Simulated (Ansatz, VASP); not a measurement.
**ZnSe (Stilleite): VASP beside Ansatz**

Wanted: the spread between two codes on one cell, functional and k mesh. Other levels of theory on this material are compared in a session of their own. Valence electrons are named where the data sets of a main pair hold unlike numbers.

Main program and level: Ansatz 0.2.0; plane waves, with VASP 6.6.1 beside it; band structure at r2SCAN.

## 1. The starting structure

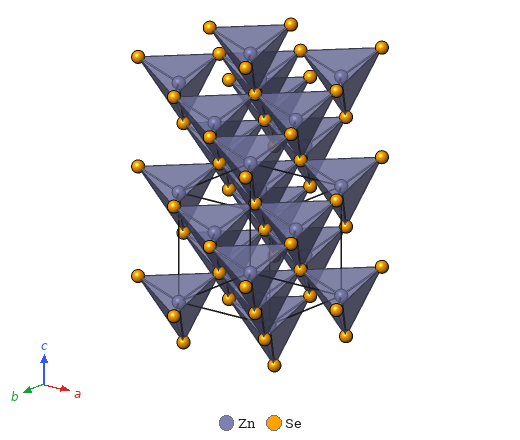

The cell as given, from a free direction (zinc blue, selenium orange). 1×1×2 cells are drawn. This picture shows the conventional cell, with its axes. Some periodic images of atoms are drawn too.

Coordinates:

```cif
data_structure
_symmetry_space_group_name_H-M 'F-43m'
_symmetry_Int_Tables_number 216
_cell_length_a 5.6676
_cell_length_b 5.6676
_cell_length_c 5.6676
_cell_angle_alpha 90.000
_cell_angle_beta 90.000
_cell_angle_gamma 90.000
_cell_volume 182.05
loop_
_atom_site_label
_atom_site_type_symbol
_atom_site_symmetry_multiplicity
_atom_site_Wyckoff_symbol
_atom_site_fract_x
_atom_site_fract_y
_atom_site_fract_z
_atom_site_occupancy
Zn1 Zn 4 a 0.00000 0.00000 0.00000 1
Se1 Se 4 d 0.25000 0.25000 0.75000 1
```

## 2. VASP: band structure, r2SCAN

Levels along a path test the potential and the projectors away from the mesh points.

Lines of VASP's logs that name or quote its potential files are left out, and so is its time.

Input file INCAR:

```
SYSTEM = ZnSe
PREC = Accurate
ENCUT = 400
EDIFF = 1E-06
NELM = 100
ISMEAR = -1
SIGMA = 0.05
LREAL = .FALSE.
ALGO = Normal
METAGGA = R2SCAN
LASPH = .TRUE.
NBANDS = 21
LORBIT = 11
LWAVE = .FALSE.
LCHARG = .FALSE.
KPAR = 2
```

Input file POSCAR:

```
ZnSe
1.0
    0.0000000000      2.8338000000      2.8338000000
    2.8338000000      0.0000000000      2.8338000000
    2.8338000000      2.8338000000      0.0000000000
Zn Se
1 1
Direct
    0.0000000000      0.0000000000      0.0000000000
    0.2500000000      0.2500000000      0.2500000000
```

Input file KPOINTS:

```
Automatic mesh
0
Gamma
6 6 6
0 0 0
```

Input file KPOINTS_OPT:

```
Line mode
16
Line-mode
Reciprocal
  0.00000000   0.00000000   0.00000000 GAMMA
  0.50000000   0.00000000   0.50000000 X

  0.50000000   0.00000000   0.50000000 X
  0.50000000   0.25000000   0.75000000 W

  0.50000000   0.25000000   0.75000000 W
  0.37500000   0.37500000   0.75000000 K

  0.37500000   0.37500000   0.75000000 K
  0.00000000   0.00000000   0.00000000 GAMMA

  0.00000000   0.00000000   0.00000000 GAMMA
  0.50000000   0.50000000   0.50000000 L

  0.50000000   0.50000000   0.50000000 L
  0.62500000   0.25000000   0.62500000 U

  0.62500000   0.25000000   0.62500000 U
  0.50000000   0.25000000   0.75000000 W

  0.50000000   0.25000000   0.75000000 W
  0.50000000   0.50000000   0.50000000 L

  0.50000000   0.50000000   0.50000000 L
  0.37500000   0.37500000   0.75000000 K

  0.62500000   0.25000000   0.62500000 U
  0.50000000   0.00000000   0.50000000 X
```

The projector-augmented-wave data sets are Zn and Se (PBE family, release 64).

Started as:

```sh
$ mpirun -np 2 vasp_std
```

Numbers of over 12 decimals in the logs are rounded to 6 here.

What it wrote:

```text
[banner, memory and clock lines left out]
running    2 mpi-ranks, on    1 nodes
 distrk:  each k-point on    1 cores,    2 groups
 distr:  one band on    1 cores,    1 groups

 POSCAR found type information on POSCAR ZnSe
 POSCAR found :  2 types and       2 ions
|                                                                             |
|               ----> ADVICE to this user running VASP <----                  |
|                                                                             |
|     You enforced a specific xc type in the INCAR file but a different       |
|     [... a line on the potential file left out ...]
|     I HOPE YOU KNOW WHAT YOU ARE DOING!                                     |
|                                                                             |

 LDA part: xc-table for (None), standard interpolation
 POSCAR, INCAR and KPOINTS ok, starting setup
 FFT: planning ... GRIDC
 FFT: planning ... GRID_SOFT
 FFT: planning ... GRID
 WAVECAR not read
 entering main loop
       N       E                     dE             d eps       ncg     rms          rms(c)
DAV:   1     0.742589244243E+02    0.74259E+02   -0.71304E+03   680   0.820E+02
DAV:   2    -0.201062227263E+02   -0.94365E+02   -0.85371E+02   708   0.207E+02
DAV:   3    -0.276094418371E+02   -0.75032E+01   -0.74391E+01   780   0.583E+01
DAV:   4    -0.276791643874E+02   -0.69723E-01   -0.69703E-01   790   0.578E+00
DAV:   5    -0.276793659904E+02   -0.20160E-03   -0.20160E-03   752   0.301E-01    0.503E+00
DAV:   6    -0.249130874801E+02    0.27663E+01   -0.99656E-01   692   0.242E+01    0.467E+00
DAV:   7    -0.248831229212E+02    0.29965E-01   -0.26666E-01   782   0.658E+00    0.224E+00
DAV:   8    -0.248966328285E+02   -0.13510E-01   -0.31526E-02   772   0.129E+00    0.540E-01
DAV:   9    -0.248983002125E+02   -0.16674E-02   -0.37104E-03   827   0.114E+00    0.101E-01
DAV:  10    -0.248984765826E+02   -0.17637E-03   -0.85682E-04   725   0.284E-01    0.616E-02
DAV:  11    -0.248984545448E+02    0.22038E-04   -0.52118E-04   817   0.474E-01    0.624E-02
DAV:  12    -0.248984340726E+02    0.20472E-04   -0.20889E-04   839   0.317E-01    0.872E-03
DAV:  13    -0.248984414004E+02   -0.73278E-05   -0.11797E-05   806   0.489E-02    0.483E-03
DAV:  14    -0.248984414261E+02   -0.25687E-07   -0.19344E-06   603   0.170E-02
   1 F= -.24898441E+02 E0= -.24898441E+02  d E =-.266415E-09
 Start KPOINTS_OPT (optional k-point list driver)
k-point batch [1-16\160]
       N       E                     dE             ncg
DAV:   1     0.471295717283E+03   -0.35384E+04      672
DAV:   2    -0.111696467079E+04   -0.15883E+04      732
DAV:   3    -0.124145358414E+04   -0.12449E+03      813
DAV:   4    -0.124261495297E+04   -0.11614E+01      770
DAV:   5    -0.124261791558E+04   -0.29626E-02      803
DAV:   6    -0.124261792939E+04   -0.13810E-04      755
DAV:   7    -0.124261792947E+04   -0.79571E-07      648
[...]
k-point batch [145-160\160]
       N       E                     dE             ncg
DAV:   1     0.331464659735E+03   -0.90572E+04      672
DAV:   2    -0.122499029719E+04   -0.15565E+04      680
DAV:   3    -0.134897464193E+04   -0.12398E+03      852
DAV:   4    -0.135019003216E+04   -0.12154E+01      767
DAV:   5    -0.135019343188E+04   -0.33997E-02      765
DAV:   6    -0.135019344990E+04   -0.18017E-04      777
DAV:   7    -0.135019345002E+04   -0.12125E-06      629
```

From OUTCAR (step 2):

```text
ion  position               nearest neighbor table
   1  0.000  0.000  0.000-   2 2.45   2 2.45   2 2.45   2 2.45
   2  0.250  0.250  0.250-   1 2.45   1 2.45   1 2.45   1 2.45

  LATTYP: Found a face centered cubic cell.
 ALAT       =     5.6676000000

 Subroutine GETGRP returns: Found 24 space group operations
 (whereof 24 operations were pure point group operations)

The static configuration has the point symmetry T_d .

 Found     16 irreducible k-points:

   k-points           NKPTS =     16   k-points in BZ     NKDIM =     16   number of bands    NBANDS=     21

   dimension x,y,z NGX =    28 NGY =   28 NGZ =   28
   dimension x,y,z NGXF=    56 NGYF=   56 NGZF=   56

   ENCUT  =  400.0 eV  29.40 Ry    5.42 a.u.   6.54  6.54  6.54*2*pi/ulx,y,z

   NELECT =      18.0000    total number of electrons

 k-points in reciprocal lattice and weights: Automatic mesh
   0.00000000  0.00000000  0.00000000       0.005
   0.16666667  0.00000000  0.00000000       0.037
   0.33333333  0.00000000  0.00000000       0.037
   0.50000000  0.00000000  0.00000000       0.019
   0.16666667  0.16666667  0.00000000       0.028
   0.33333333  0.16666667  0.00000000       0.111
   0.50000000  0.16666667  0.00000000       0.111
  -0.33333333  0.16666667  0.00000000       0.111
  -0.16666667  0.16666667  0.00000000       0.056
[...]
-0.33333333  0.33333333  0.16666667       0.111
  -0.33333333  0.50000000  0.16666667       0.056

 average (electrostatic) potential at core
       1 -42.6548       2 -60.4119

 E-fermi :   2.2490

 k-point     1 :       0.0000    0.0000    0.0000
  band No.  band energies     occupation
    ...
      5      -4.9842      2.00000
      6      -4.9842      2.00000
      7       1.3008      2.00000
      8       1.3009      2.00000
      9       1.3009      2.00000
     10       3.1653      0.00000
     11       7.6139      0.00000
     12       7.6141      0.00000
     13       7.6141      0.00000
     14      11.8870      0.00000
    ...

 k-point     2 :       0.1667    0.0000    0.0000
  band No.  band energies     occupation
    ...
      5      -4.9854      2.00000
      6      -4.9854      2.00000
      7      -0.5534      2.00000
      8       1.0459      2.00000
      9       1.0460      2.00000
     10       4.3716      0.00000
     11       7.6736      0.00000
     12       8.0263      0.00000
     13       8.0265      0.00000
     14      12.3131      0.00000
    ...

 k-point     3 :       0.3333    0.0000    0.0000
  band No.  band energies     occupation
    ...
      5      -4.9776      2.00000
      6      -4.9775      2.00000
      7      -2.7850      2.00000
      8       0.6102      2.00000
      9       0.6102      2.00000
     10       4.4974      0.00000
     11       8.2791      0.00000
     12       8.2793      0.00000
     13       9.4143      0.00000
     14      12.3330      0.00000
    ...

  Total       -0.0846340     -0.0846340     -0.0846340     -0.0000000     -0.0000000     -0.0000000
  in kB       -2.9793261     -2.9793261     -2.9793261     -0.0000000     -0.0000000     -0.0000000
  external PRESSURE =      -2.9793261 kB  Pullay stress =       0.0000000 kB

  energy-cutoff  :      400.00
  volume of cell :       45.51
      direct lattice vectors                 reciprocal lattice vectors
     0.000000000  2.833800000  2.833800000    -0.176441527  0.176441527  0.176441527
     2.833800000  0.000000000  2.833800000     0.176441527 -0.176441527  0.176441527
     2.833800000  2.833800000  0.000000000     0.176441527  0.176441527 -0.176441527

 POSITION                                       TOTAL-FORCE (eV/Angst)
 -----------------------------------------------------------------------------------
      0.00000      0.00000      0.00000         0.000000      0.000000      0.000000
      1.41690      1.41690      1.41690        -0.000000     -0.000000     -0.000000
 -----------------------------------------------------------------------------------
    total drift:                                0.000005      0.000005      0.000006

  FREE ENERGIE OF THE ION-ELECTRON SYSTEM (eV)
  ---------------------------------------------------
  free  energy   TOTEN  =       -24.8984414261 eV

  energy  without entropy=      -24.8984414258  energy(sigma->0) =      -24.89844143

 total charge
# of ion       s       p       d       tot
------------------------------------------
    1        0.511   0.443   9.802  10.756
    2        1.430   2.485   0.030   3.944
--------------------------------------------------
tot          1.940   2.928   9.832  14.700

[... 3 further parts left out ...]
```

Spin-orbit coupling is off here; it would split degenerate levels, and it lifts a valence top of Se p states by about 0.1 eV.

## 3. Ansatz: band structure, r2SCAN

Ansatz runs on its default PAW (the set named soft_2) files.

The same cell, functional, mesh and smearing now go to Ansatz, which takes its cutoff from its data sets.

Input file input.yaml:

```yaml
crystal:
  lattice:
    - [0.0, 2.8338, 2.8338]
    - [2.8338, 0.0, 2.8338]
    - [2.8338, 2.8338, 0.0]
  atoms:
    - { symbol: Zn, position: [0.0, 0.0, 0.0] }
    - { symbol: Se, position: [0.25, 0.25, 0.25] }
hamiltonian:
  xc: r2scan
  pseudopotentials: { kind: paw }
kpoints:
  mp_grid: { grid: [6, 6, 6] }
  band_path:
    path:
      - [0.0, 0.0, 0.0]
      - [0.16667, 0.0, 0.16667]
      - [0.33333, 0.0, 0.33333]
      - [0.5, 0.0, 0.5]
      - [0.5, 0.08333, 0.58333]
      - [0.5, 0.18333, 0.68333]
      - [0.5, 0.25, 0.75]
      - [0.45, 0.3, 0.75]
      - [0.40833, 0.34167, 0.75]
      - [0.35, 0.35, 0.7]
      - [0.225, 0.225, 0.45]
      - [0.075, 0.075, 0.15]
      - [0.03333, 0.03333, 0.03333]
      - [0.23333, 0.23333, 0.23333]
      - [0.4, 0.4, 0.4]
      - [0.51667, 0.46667, 0.51667]
      - [0.55833, 0.38333, 0.55833]
      - [0.60833, 0.28333, 0.60833]
      - [0.60833, 0.25, 0.64167]
      - [0.55833, 0.25, 0.69167]
      - [0.51667, 0.25, 0.73333]
      - [0.5, 0.3, 0.7]
      - [0.5, 0.38333, 0.61667]
      - [0.5, 0.48333, 0.51667]
      - [0.475, 0.475, 0.55]
      - [0.425, 0.425, 0.65]
      - [0.38333, 0.38333, 0.73333]
      - [0.59167, 0.18333, 0.59167]
      - [0.55, 0.1, 0.55]
      - [0.5, 0.0, 0.5]
    npoints: 1
scf:
  occupations: { method: fermi_dirac, width: 0.05 }
  n_extra_bands: 7
output:
  forces: true
  stress: true
  eigenvalues: true
```

Started as:

```sh
$ ansatz run input.yaml --threads 2 --pin off --max-ram 4608MiB --backend cpu --events-out ev --progress --plain --runs-dir out
```

What it wrote:

```text
scf.n_extra_bands = 7 over 14 filled bands (N_el = 28.0): the run solves 21 bands
Engine: ansatz 0.2.0, aarch64-unknown-linux-gnu
Pseudopotentials: kind: paw
Pseudopotential: Zn, paw, valence charge 12, recommended cutoff 500 eV (meta_gga), Zn.paw.azcp
Pseudopotential: Se, paw, valence charge 16, recommended cutoff 500 eV (meta_gga), Se.paw.azcp
Functional definition: r2SCAN
  parameter k0 = 0.174
  parameter k1 = 0.065
  parameter a1 = 4.9479
  exchange = r2scan_x(k0 = k0, k1 = k1, a1 = a1)
  correlation = r2scan_c
Crystal: 2 atoms, lattice volume = 45.513 Å³
Basis set: ecut = 500 eV, 1139 PW (Γ), exchange–correlation on 120×120×120 points (64 copies of the dense FFT grid, shifted against one another)
Bands: 21, of which v1, the nominal top of the filled ones, is band 14 counted from 1 (13 counted from 0)
Symmetry: 24 space group operations
Space group: F-43m (ITA 216), of the structure as read, at distance tolerance 3.6e-5 Å
k-points: 16 of 216 (time reversal used)
Non-local potential: Zn, projectors of the file, l = 0: 2, l = 1: 2, l = 2: 3, l = 3: 1
Non-local potential: Se, projectors of the file, l = 0: 2, l = 1: 2, l = 2: 3, l = 3: 1
PAW form: soft (Blöchl's): semilocal exchange-correlation on the pseudo side does not see the compensation charge
PAW frozen core: Zn, regenerated for the run's functional (the file was generated under x = pbe(κ = 0.804, μ = 0.219515), c = pbe(β = 0.066725))
PAW frozen core: Se, regenerated for the run's functional (the file was generated under x = pbe(κ = 0.804, μ = 0.219515), c = pbe(β = 0.066725))
PAW one-centre angular grid: Zn, 590 points (default); XC on 261 of its mesh's 2673 points in the sphere
PAW one-centre angular grid: Se, 590 points (default); XC on 160 Gauss nodes
Initial density: superposition of atomic densities (neutral atoms: chi_scale 0, normalization atom), corrected by the library's trained network
Initial wavefunctions: pseudopotential atomic-orbital guess
Functional: x = r2scan, c = r2scan; τ floored in thin density (d = 2e-4 eV/Å³)
SCF iter   1: F=—  HF=-8805.498150 eV  |F-HF|=—  |Δ(HF+E_count)|=         —  Δρ=1.41e-2  dr2=4.22e-2  dr2_τ=5.69e-3  ethr=1.77e-3  ⟨swp⟩=5.7  Hψ=1739  notcnv=0  defer=3
preconditioner: auto → none  [insulator: Δε(μ)=1.858 eV  Ē_g=15.343 eV  σ=0.050 eV  W_gap=1.00  n_scr=14 (ndim 8)  ℏωp=23.4 eV  f_vac=0.116  D(μ)=0.00/eV (n_scr^D=0)  ε∞_Penn≈3.3]
SCF iter   2: F=—  HF=-8805.498065 eV  |F-HF|=—  |Δ(HF+E_count)|=   8.49e-5  Δρ=3.24e-3  dr2=5.50e-3  dr2_τ=1.95e-4  ethr=1.51e-4  ⟨swp⟩=2.2  Hψ=669  notcnv=0  defer=38
SCF iter   3: F=—  HF=-8805.494472 eV  |F-HF|=—  |Δ(HF+E_count)|=   3.59e-3  Δρ=2.71e-3  dr2=1.40e-3  dr2_τ=1.23e-5  ethr=1.96e-5  ⟨swp⟩=2.0  Hψ=500  notcnv=0  defer=38
SCF iter   4: F=—  HF=-8805.494656 eV  |F-HF|=—  |Δ(HF+E_count)|=   1.84e-4  Δρ=5.64e-4  dr2=8.44e-5  dr2_τ=3.98e-6  ethr=4.98e-6  ⟨swp⟩=2.0  Hψ=581  notcnv=0  defer=38
SCF iter   5: F=—  HF=-8805.494645 eV  |F-HF|=—  |Δ(HF+E_count)|=   1.14e-5  Δρ=3.94e-5  dr2=4.69e-7  dr2_τ=1.66e-8  ethr=3.02e-7  ⟨swp⟩=2.0  Hψ=522  notcnv=0  defer=38
SCF iter   6: F=—  HF=-8805.494645 eV  |F-HF|=—  |Δ(HF+E_count)|=   3.66e-8  Δρ=3.02e-5  dr2=3.53e-7  dr2_τ=4.11e-9  ethr=3.57e-10  ⟨swp⟩=9.1  Hψ=1645  notcnv=0
SCF iter   7: F=-8805.494645 eV  HF=-8805.494645 eV  |F-HF|=5.20e-10  |Δ(HF+E_count)|=   2.58e-8  Δρ=7.24e-6  dr2=1.76e-8  dr2_τ=8.60e-11  ethr=3.57e-10  ⟨swp⟩=4.0  Hψ=1296  notcnv=0
SCF 1 converged in 7 iterations: F = -8805.494645 eV  dr2 = 1.76e-8
  greatest PAW one-centre occupation: 1.000 electrons in one spin orbital (limit 2), on the Se atom at site 1 (counted from 0), in its partial waves of l = 2
NSCF: frozen V_eff on 30 k-points
SCF converged after 7 iterations
Free energy (F): -8805.494645 eV
Harris-Foulkes:  -8805.494645 eV  (|F-HF|=5.20e-10)
Internal energy: -8805.494645 eV  (E = F + TS)
E sigma→0 (E₀):  -8805.494645 eV
Fermi energy:    7.427760 eV
--- Per-component energies (eV) ---
  E_band       = -399.655537
  E_kinetic    = 249.554332
  E_local      = -4397.978964  (includes V_loc(G=0)·N_el)
  E_nonlocal   = 22.962502
  E_hartree    = 2040.576489
  E_xc         = -222.213231
  E_vxc        = -159.258344  (∫ρ·V_xc dr)
  E_paw        = -3775.505307  (= ΣΔE_a)
  E_vpaw       = -204.156148  (= ΣTr[D̂ρ^β])
  E_aug_tail   = -0.000232  (compensation charges beyond the density's cutoff)
  E_vtau       = 8.074510  (kinetic-family band-sum trace: ∫τ·v_τ [+ j·A + Jᵃ·Aᵃ] dr)
  E_ewald      = -2720.942845
  E_core_change = -1.947389  (= ΣΔE_core)
  E_smearing   = -0.000000  (= −TS)
  E_closure    = 0.000000  (closes the sum)
  Σ components = -8805.494645   (vs F -8805.494645, Δ=0.00e0)
--- Forces (eV/Å), atoms counted from 1 ---
  atom   1  Zn     0.00000000    -0.00000000     0.00000000
  atom   2  Se    -0.00000000    -0.00000000     0.00000000
  max |Σ_I F_I| component: 1.80e-16 eV/Å
--- Stress (GPa, compression-positive) ---
       -0.054364      -0.000000      -0.000000
       -0.000000      -0.054364       0.000000
        0.000000       0.000000      -0.054364
  P = ⅓ Tr σ = -0.0544 GPa (-0.544 kbar)
--- Band table (eV; the first three rows and the last of 16) ---
  k-point 0: bands = [... 10 lower, 0.1753, 6.4684, 6.4684, 6.4684, 8.3305, 12.7876, 12.7876, 12.7876, ... 3 higher]
  k-point 1: bands = [... 10 lower, 0.1738, 4.6146, 6.2132, 6.2132, 9.5362, 12.8429, 13.2001, 13.2001, ... 3 higher]
  k-point 2: bands = [... 10 lower, 0.1819, 2.3823, 5.7770, 5.7770, 9.6649, 13.4534, 13.4534, 14.5757, ... 3 higher]
  k-point 15: bands = [... 10 lower, 0.4501, 1.7319, 3.7889, 3.8722, 11.3106, 11.7428, 15.3621, 15.6551, ... 3 higher]
```

The job ended after 6.3 s (2 threads of Arm Neoverse N1, shared host; peak memory 0.4 GiB).

## 4. Side by side

Known differences besides the potentials themselves: VASP keeps PBE cores, Ansatz makes them for the functional; the data sets hold 28 valence electrons in Ansatz (on its default PAW (the set named soft_2) files) and 18 in VASP; the cutoff is 500 eV in Ansatz and 400 eV in VASP. Total energies have different zeros and are not compared.

Both answers:

| quantity | Ansatz | VASP | difference |
| --- | --- | --- | --- |
| pressure (GPa) | -0.05 | -0.30 | +0.24 |
| gap over the path points (eV) | 1.862 | 1.864 | -0.002 |

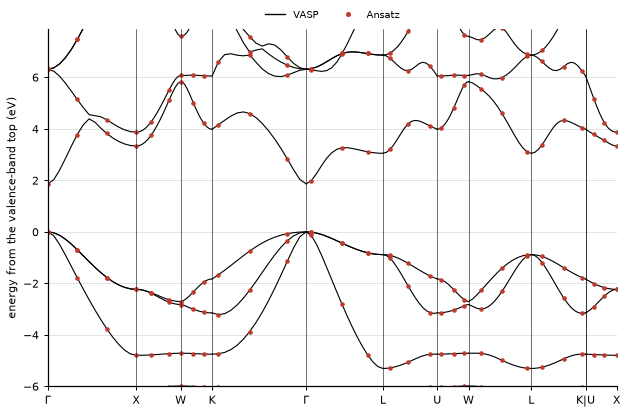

Bands from VASP (lines) and levels from Ansatz (dots). Dots without a line are higher empty bands that the VASP plot leaves out.

Levels at points of the path, from each program's valence-band top (eV; 4 filled, then empty):

| k (reciprocal lattice) | Ansatz | VASP |
| --- | --- | --- |
| 0.000 0.000 0.000 | -6.29 0.00 0.00 0.00 1.86 6.32 6.32 | -6.29 0.00 0.00 0.00 1.86 6.31 6.31 |
| 0.167 0.000 0.167 | -6.28 -1.78 -0.70 -0.70 3.78 5.14 7.47 | -6.27 -1.79 -0.70 -0.70 3.78 5.14 7.47 |
| 0.333 0.000 0.333 | -6.26 -3.77 -1.77 -1.77 3.82 4.35 9.57 | -6.25 -3.77 -1.77 -1.77 3.82 4.35 9.57 |
| 0.500 0.000 0.500 | -6.11 -4.79 -2.23 -2.23 3.34 3.87 11.49 | -6.11 -4.79 -2.23 -2.23 3.33 3.87 11.51 |
| 0.500 0.083 0.583 | -6.08 -4.78 -2.39 -2.36 3.76 4.28 10.65 | -6.07 -4.78 -2.39 -2.36 3.75 4.27 10.65 |
| 0.500 0.183 0.683 | -6.01 -4.73 -2.73 -2.63 5.10 5.50 8.52 | -6.00 -4.73 -2.73 -2.63 5.10 5.50 8.52 |
| 0.500 0.250 0.750 | -5.99 -4.71 -2.82 -2.71 5.83 6.07 7.59 | -5.99 -4.71 -2.82 -2.71 5.83 6.08 7.59 |
| 0.450 0.300 0.750 | -6.00 -4.72 -3.00 -2.33 5.01 6.08 8.18 | -6.00 -4.72 -3.00 -2.33 5.01 6.08 8.18 |
| 0.408 0.342 0.750 | -6.02 -4.74 -3.12 -1.95 4.22 6.06 9.14 | -6.02 -4.74 -3.12 -1.95 4.22 6.06 9.14 |
| 0.350 0.350 0.700 | -6.04 -4.73 -3.22 -1.67 4.16 6.60 9.30 | -6.03 -4.73 -3.21 -1.67 4.16 6.60 9.29 |

Among the levels compared at these points, filled levels agree within 8 meV and empty ones within 12 meV.

## 5. Results

```yaml
largest_difference_of_a_filled_level_at_the_path_points_band_structure_r2scan: 8.3 meV
```

In words: The largest difference of a filled level at the path points is 8.3 meV (band structure, r2SCAN), within the 80 meV picked in this series as the mark of a large difference. The data sets hold unlike numbers of valence electrons (28 in Ansatz and 18 in VASP), so part of the differences comes from the potentials. 3 further runs of this series are not shown here. Such differences can come from data sets, numerical settings and the points named under the comparisons, not from the functional's error against experiment.

[Lines on the potential files, build, host, timing and source positions are cut from VASP's logs without a mark.]

[Logs are printed without paths, hosts, clocks, repeated set-up lines and the standing remarks that a program may print on its own settings, such as how far it seeks lower states.]

[Hosts, paths, dates, database ids (printed as entryN), source tags and the programs' standing remarks are cut or masked in the printed files.]
